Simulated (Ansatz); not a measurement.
## AlSiH₆O₂F: molecular dynamics (part 3 of 3)

The same run, continued: AlSiH₆O₂F; RKS B3LYP-D4/def2-SVP (Ansatz 0.2.0). It belongs to a series of runs on one base structure; here: dynamics from the highest image of the converged band.

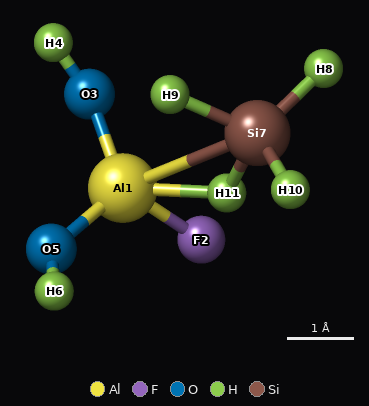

Figure 1. The geometry at step 75 of the log (ball-and-stick view, seen at a tilt; atoms are numbered from 1 in the order of the input).

Output, continued
```
md step   199: t =    99.50 fs  T =  1360.0 K  F+E_penalty+E_count = -21378.77578754 eV  E_kin = 1.582174 eV  conserved = -21377.19361312 eV  (27 SCF iters, 3 dispersion substeps)
these checks for a lower state are left out or cut short: starts, cluster_reference, orbital_swaps, neighbouring_geometries, increment
1075 factors; integrals over basis functions are off by at most 7.3e-4 eV
mean field evaluation 1408: about -21378.5121 eV, gradient 1.9e-5 eV
mean field -21378.51210281 eV, -785.6458289023 hartree, gradient 8.9e-6 eV, S^2 0.000000; 0 other end points of the search recorded, 0 dependent functions left out
the calculation of the forces begins
reference -21378.51240674 eV, -785.6458400715 hartree; 29, 29 occupied and 79, 79 virtual orbitals, 1075 factors
1075 factors; integrals over basis functions are off by at most 7.3e-4 eV
mean field -21378.51210281 eV, -785.6458289023 hartree, gradient 8.9e-6 eV, S^2 0.000000; 1 other end points of the search recorded, 0 dependent functions left out
the calculation of the forces begins
reference -21378.51240674 eV, -785.6458400715 hartree; 29, 29 occupied and 79, 79 virtual orbitals, 1075 factors
md step   200: t =   100.00 fs  T =  1368.1 K  F+E_penalty+E_count = -21378.78577080 eV  E_kin = 1.591518 eV  conserved = -21377.19425274 eV  (25 SCF iters, 3 dispersion substeps)
```

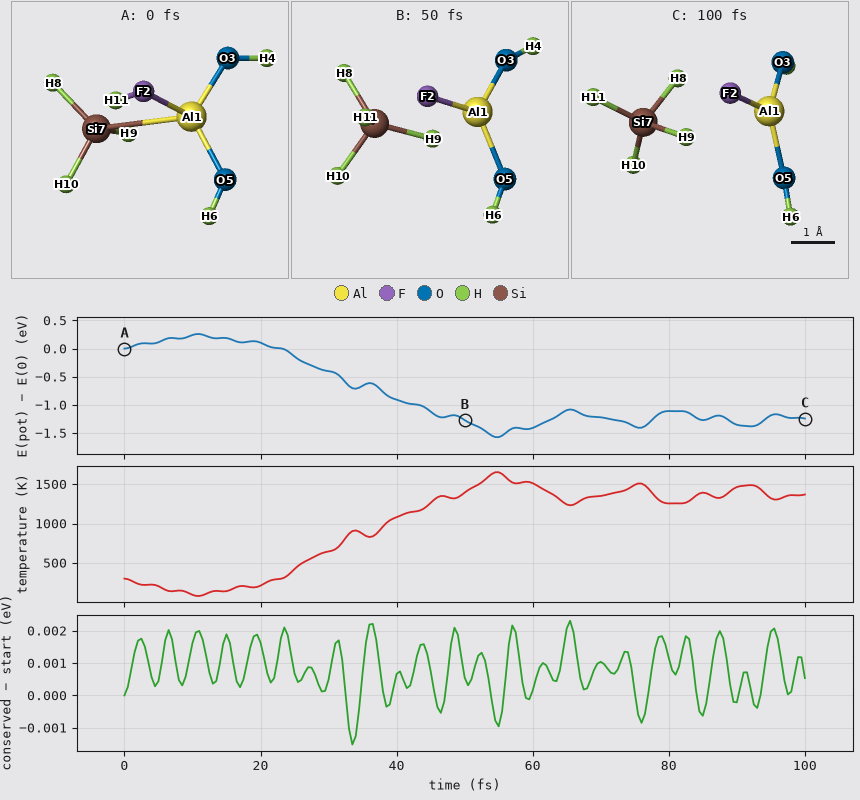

Figure 2. Frames of the molecular dynamics (ball-and-stick, seen at a tilt) above the curves, on which the letters mark them. The trajectory kept here has 201 frames over 100 fs. The temperature starts at 300 K, ranges from 79 to 1651 K and averages 1401 K over the second half. The potential energy ends 1.242 eV below its first value. The conserved quantity stays within 0.0038 eV. After an unweighted best fit of the last frame on the first, the root-mean-square displacement is 1.37 Å, and H11 has moved furthest (2.26 Å).

```
Total energy: -21378.78607473 eV, -785.6558971848 hartree
Atom 0 at     0.066548    -0.687913     0.097603 Å, force    -0.033479    -0.528524     2.151921 eV/Å
Atom 1 at    -0.137069    -1.468867     1.603186 Å, force     0.330280     0.442452    -1.235633 eV/Å
Atom 2 at     1.536146    -0.030499    -0.299468 Å, force     0.629683    -0.875971     0.752842 eV/Å
Atom 3 at     1.751723     0.728467    -0.804255 Å, force     0.252574     0.960167    -0.759194 eV/Å
Atom 4 at    -1.232916    -0.392388    -0.826156 Å, force     0.563007     0.195364    -0.195943 eV/Å
Atom 5 at    -2.070597    -0.412139    -1.207040 Å, force    -1.741685    -0.113973    -0.683921 eV/Å
Atom 6 at     0.166559     3.668423     1.018126 Å, force     0.579491    -1.330406    -0.470957 eV/Å
Atom 7 at     1.498114     3.701053     0.382003 Å, force     0.522555     0.171657     0.161545 eV/Å
Atom 8 at    -0.262233     2.278422     0.547772 Å, force    -0.434336     0.679292     0.093811 eV/Å
Atom 9 at    -0.498003     4.839802     0.418665 Å, force    -0.575589     0.057854     0.175245 eV/Å
Atom 10 at     0.260877     3.573554     2.498959 Å, force    -0.092501     0.342088     0.010285 eV/Å
Dipole moment:    -0.286999     0.353046    -0.467971 e Å
```

Trajectory as extended XYZ (Å, eV, eV/Å), 9 of the 201 frames kept, from step=0 to step=200
```
11
Properties=species:S:1:pos:R:3:forces:R:3 step=0 time_fs=0.0 energy=-21377.54379 temperature=300.0
Al    0.0990    0.0949    0.0458    0.0080  -0.0002  -0.0014
F    -0.0364   -0.4104    1.8662   -0.0025  -0.0064   0.0027
O     1.6683   -0.3239   -0.4481   -0.0134   0.0019  -0.0078
H     1.9018   -0.6496   -1.3214    0.0089  -0.0013   0.0050
O    -1.2669   -0.3055   -0.8791   -0.0007   0.0032   0.0057
H    -2.1859   -0.0631   -0.7473    0.0002  -0.0016  -0.0031
Si    0.0400    2.5177    0.9739    0.0005  -0.0027   0.0005
H     0.9568    3.0418    2.0323   -0.0001   0.0008  -0.0017
H     0.5301    3.0656   -0.3325   -0.0016   0.0007  -0.0005
H    -1.3242    3.0804    1.2100    0.0010   0.0013   0.0016
H    -0.0008    0.6682    1.8538   -0.0004   0.0042  -0.0010
11
Properties=species:S:1:pos:R:3:forces:R:3 step=25 time_fs=12.5 energy=-21377.34013 temperature=125.5
Al    0.1020    0.1229    0.0551   -0.3684  -1.4828  -0.1133
F    -0.0591   -0.4015    1.8748   -0.0320   0.3318  -0.6502
O     1.7010   -0.3256   -0.4521   -0.8506   0.4644  -0.7354
H     1.7398   -0.3114   -1.4325    0.2883  -0.1410   0.6911
O    -1.2822   -0.3504   -0.8753    0.2359   0.5858   0.3335
H    -2.1875    0.0017   -0.8509    0.5741  -0.2011   0.0409
Si    0.0518    2.4961    0.9686   -0.3673   0.3145   0.0330
H     0.9595    2.8682    2.0529    0.6831   0.2124   0.1539
H     0.4327    3.0433   -0.3787    0.2149  -0.1193   0.1332
H    -1.1887    3.2051    1.3311   -0.4923  -0.0500  -0.0467
H    -0.1311    0.7638    1.7170    0.1143   0.0852   0.1600
11
Properties=species:S:1:pos:R:3:forces:R:3 step=50 time_fs=25.0 energy=-21377.68469 temperature=421.7
Al    0.0904    0.0760    0.0671    0.3669  -1.7063   1.5494
F    -0.0828   -0.3719    1.8357    0.1477  -0.7410  -0.9625
O     1.6661   -0.2893   -0.4699   -0.3350   0.3055   0.8199
H     1.9469   -0.1355   -1.3610    0.2883   0.0542  -0.7779
O    -1.2455   -0.3619   -0.8498    0.0044   0.1606  -0.4211
H    -2.1062    0.0365   -0.8955   -0.5522   0.1104  -0.0217
Si    0.0537    2.5009    0.9912    0.4516   0.5913  -0.0284
H     1.2384    2.8258    1.7940    0.0896   0.4524   0.5297
H     0.5614    2.8922   -0.3726   -0.4164  -0.3148  -0.0578
H    -1.2403    3.1279    1.3128   -0.0740   0.3613   0.0528
H    -0.0985    0.9935    1.6241    0.0292   0.7264  -0.6825
11
Properties=species:S:1:pos:R:3:forces:R:3 step=75 time_fs=37.5 energy=-21378.25447 temperature=911.7
Al    0.0908   -0.0661    0.1423   -0.0680  -0.9662  -2.1584
F    -0.0981   -0.3938    1.7358   -0.0861  -2.3178   2.0515
O     1.6250   -0.2131   -0.4871    1.1847   0.2768  -0.5189
H     2.2102   -0.0804   -1.2507   -0.7499  -0.1272   0.6753
O    -1.2359   -0.3390   -0.8591   -0.9555   0.5055  -0.3636
H    -2.1587   -0.0381   -0.9048    0.7401  -0.3139   0.1591
Si    0.0838    2.5886    1.0144   -0.2520   0.0648  -0.9266
H     1.2335    3.1646    1.7641   -0.0179  -0.1539  -0.1254
H     0.2889    2.4757   -0.4851    0.1269   0.5684   0.3471
H    -1.1902    3.3094    1.2902    0.0722  -0.0105  -0.0041
H    -0.1461    1.1085    1.3331    0.0055   2.4740   0.8640
11
Properties=species:S:1:pos:R:3:forces:R:3 step=100 time_fs=50.0 energy=-21378.81413 temperature=1392.4
Al    0.0881   -0.2649    0.1434   -0.1379  -0.0712  -1.1092
F    -0.1167   -0.5480    1.7467    0.0075  -0.6011   0.7297
O     1.6279   -0.1171   -0.4852   -0.4545  -0.0756   1.0239
H     2.2355   -0.0323   -1.1967    0.3441   0.0767  -0.6591
O    -1.2485   -0.2851   -0.8983    0.6178   0.0975  -0.0751
H    -2.1861   -0.2543   -0.7478   -0.4387  -0.0545   0.2011
Si    0.1095    2.7650    1.0018   -1.1166   0.3362   2.2396
H     1.3033    3.4657    1.6290   -0.2289  -0.3766  -0.5758
H     0.1520    2.4470   -0.4433    0.2889  -0.2734  -0.0079
H    -1.0921    3.6685    1.2011    0.3699  -0.0696  -0.2493
H    -0.3134    1.5766    2.0131    0.7482   1.0117  -1.5179
11
Properties=species:S:1:pos:R:3:forces:R:3 step=125 time_fs=62.5 energy=-21378.81390 temperature=1392.4
Al    0.0824   -0.4649    0.0905    0.4562   0.7597   1.7185
F    -0.1345   -0.7526    1.8081    0.2420   0.1369  -2.3006
O     1.6370   -0.0254   -0.4396    0.1245  -0.4710  -0.3007
H     2.0618    0.0358   -1.3131   -0.5020  -0.0420   0.6565
O    -1.2628   -0.2251   -0.9357   -1.0925  -0.9419   1.0426
H    -2.0958   -0.5354   -0.4922    0.7822   0.4834  -0.8269
Si    0.1041    2.9920    1.0210    1.3049  -0.3086   0.2744
H     1.5167    3.5707    1.0769   -0.5811  -0.0339   0.4204
H     0.2795    2.2398   -0.2391   -0.5121  -0.1398  -0.2950
H    -0.8691    4.1270    0.8853   -0.0626  -0.4150   0.2339
H    -0.0724    1.9128    2.1293   -0.1595   0.9722  -0.6231
11
Properties=species:S:1:pos:R:3:forces:R:3 step=150 time_fs=75.0 energy=-21378.92950 temperature=1491.2
Al    0.0927   -0.6207    0.1092   -0.5843   1.8595  -0.4939
F    -0.1359   -0.9524    1.7204    0.0166  -0.3846  -0.1493
O     1.6263    0.0179   -0.3713   -0.7271  -0.9267   0.6308
H     1.6518    0.1407   -1.3163    0.3086   0.3082  -0.7154
O    -1.2822   -0.2223   -0.9188    2.3953  -0.3539   0.4790
H    -2.1052   -0.6116   -0.6865   -1.3932  -0.4892   0.2642
Si    0.1436    3.2159    1.0133   -0.2081   0.0769  -0.3808
H     1.5248    3.7727    0.9492   -0.0409  -0.1116  -0.0697
H    -0.1404    2.1497    0.0242    0.1718   0.0454  -0.3006
H    -0.8621    4.2922    0.7965    0.0355   0.1164   0.0199
H    -0.1203    2.5732    2.2937    0.0259  -0.1403   0.7159
11
Properties=species:S:1:pos:R:3:forces:R:3 step=175 time_fs=87.5 energy=-21378.73385 temperature=1324.7
Al    0.0791   -0.6801    0.1052   -0.0095   1.0600  -0.4343
F    -0.1361   -1.1853    1.6244   -0.0545  -0.8400   1.3822
O     1.5663   -0.0055   -0.3160    0.3690   0.5516  -1.3879
H     1.5513    0.4714   -1.1855    0.2018  -0.5857   1.1293
O    -1.2275   -0.3007   -0.8385   -2.2101  -0.3976  -1.1598
H    -2.1770   -0.5057   -1.0341    1.7087   0.2902   0.4988
Si    0.1661    3.4270    1.0121   -0.5703   0.6954  -1.8156
H     1.5492    3.8641    0.7755    0.3403  -0.1107  -0.3583
H    -0.3621    2.3078    0.1722    0.3395  -0.1504   0.2486
H    -0.7833    4.5376    0.7421    0.0417   0.3066  -0.3935
H    -0.0052    3.3565    2.3885   -0.1564  -0.8193   2.2903
11
Properties=species:S:1:pos:R:3:forces:R:3 step=200 time_fs=100.0 energy=-21378.78577 temperature=1368.1
Al    0.0665   -0.6879    0.0976   -0.0335  -0.5285   2.1519
F    -0.1371   -1.4689    1.6032    0.3303   0.4425  -1.2356
O     1.5361   -0.0305   -0.2995    0.6297  -0.8760   0.7528
H     1.7517    0.7285   -0.8043    0.2526   0.9602  -0.7592
O    -1.2329   -0.3924   -0.8262    0.5630   0.1954  -0.1959
H    -2.0706   -0.4121   -1.2070   -1.7417  -0.1140  -0.6839
Si    0.1666    3.6684    1.0181    0.5795  -1.3304  -0.4710
H     1.4981    3.7011    0.3820    0.5226   0.1717   0.1615
H    -0.2622    2.2784    0.5478   -0.4343   0.6793   0.0938
H    -0.4980    4.8398    0.4187   -0.5756   0.0579   0.1752
H     0.2609    3.5736    2.4990   -0.0925   0.3421   0.0103
```

This output came from the following input.

Input file
```yaml
crystal:
  periodic: [false, false, false]
  atoms:
    - { symbol: Al, position_ang: [0.099037, 0.09494, 0.045791] }
    - { symbol: F, position_ang: [-0.036354, -0.410444, 1.866208] }
    - { symbol: O, position_ang: [1.668335, -0.323893, -0.448061] }
    - { symbol: H, position_ang: [1.90182, -0.649558, -1.321369] }
    - { symbol: O, position_ang: [-1.266868, -0.305466, -0.879068] }
    - { symbol: H, position_ang: [-2.18589, -0.063134, -0.747255] }
    - { symbol: Si, position_ang: [0.040042, 2.51773, 0.973942] }
    - { symbol: H, position_ang: [0.956797, 3.041849, 2.032277] }
    - { symbol: H, position_ang: [0.53011, 3.06555, -0.332523] }
    - { symbol: H, position_ang: [-1.324248, 3.080443, 1.210034] }
    - { symbol: H, position_ang: [-0.00078, 0.668185, 1.853823] }
basis:
  gaussian: { orbitals: def2-SVP }
hamiltonian:
  xc: b3lyp
  dispersion: d4
md:
  timestep: 0.5
  n_steps: 200
  ensemble: nve
  temperature: 300.0
  initial_velocities: maxwell_boltzmann
  seed: 9198
```

Launched with:
```bash
ansatz run input.yaml --threads 2 --pin off --max-ram 3072MiB --backend cpu --events-out ev --progress --plain --runs-dir out
```

Key numbers

| quantity | value |
| --- | --- |
| outcome | finished |
| mean temperature over the second half | 1401 K |
| trajectory | 200 steps, 100 fs |
| ensemble | nve |
| temperature in the input | 300.0 K |
| time step | 0.5 fs |
| potential energy (last step) | −21378.7861 eV |
| mean-field energy (last step) | −21378.5124 eV |
| largest force (length of the vector) (last step) | 2.216 eV/Å |
| hardware | 2 threads of Arm Neoverse V2, 24 GiB of memory available, shared host |
| wall time | 7.6 min (CPU time 15 min) |
| peak memory | 0.23 GiB |

So short a trajectory is not equilibrated.
